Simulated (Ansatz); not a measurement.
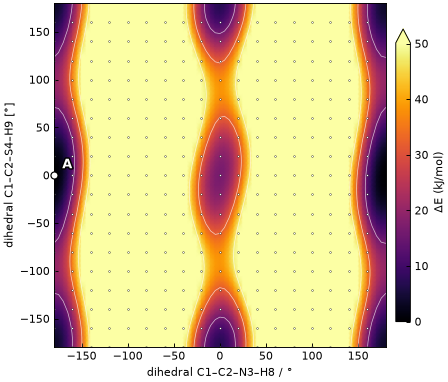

C2H5NS, SMILES CC(=N)S. The first coordinate is: dihedral C1–C2–N3–H8; the second: dihedral C1–C2–S4–H9. Nothing is relaxed (all other coordinates rigid). Grid: 18 × 18 points. Energies: kJ/mol, counted from the lowest grid point. The dihedral twists a double bond; near 90° a spin-restricted reference is unreliable. The calculation used Ansatz, RKS B3LYP-D4/def2-SVP.

The picture shows a smooth colour map with a few white contour lines, dots at the grid points, one colour for all values above the top of the scale, the point A. Between grid points the surface is interpolated.

> What is the easiest way out of the well at A, and how high is the barrier?

The easiest path leads from the well at dihedral C1–C2–N3–H8 = −180°, dihedral C1–C2–S4–H9 = 0° to the well at dihedral C1–C2–N3–H8 = −180°, dihedral C1–C2–S4–H9 = −180°, about 3.4 kJ/mol higher. Its highest point lies about 20 kJ/mol above the bottom of the first well on the interpolated surface, at dihedral C1–C2–N3–H8 = −180°, dihedral C1–C2–S4–H9 = −100°. Seen from the upper well the barrier is about 17 kJ/mol. The start is the relaxed structure and all else is held, so a fully relaxed path at this level can only be lower.

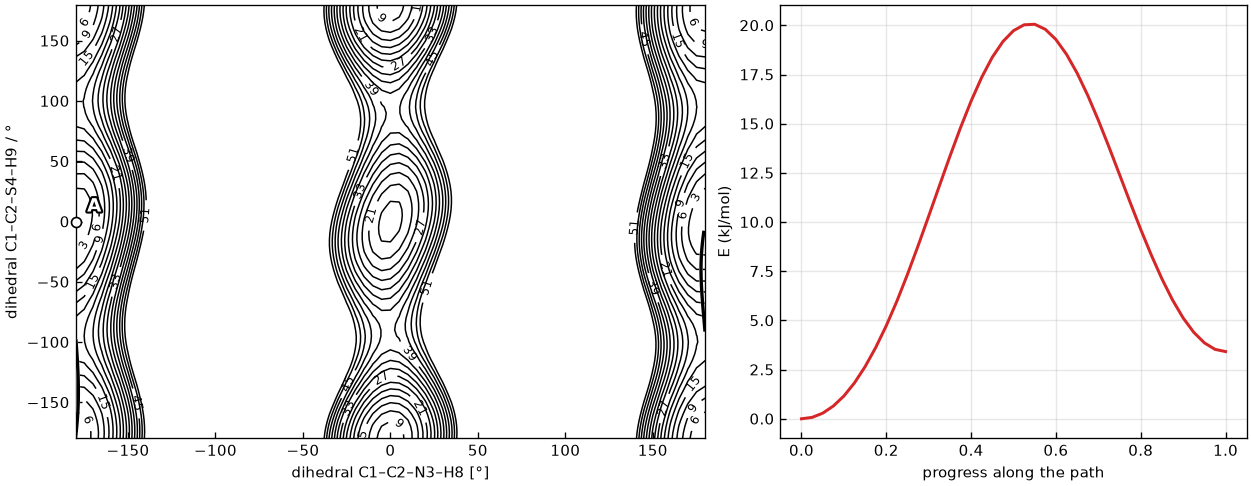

The picture shows contour lines labelled in kJ/mol (none above 51), a line along the lowest path, the energy along the path at the right. Between grid points the surface is interpolated.
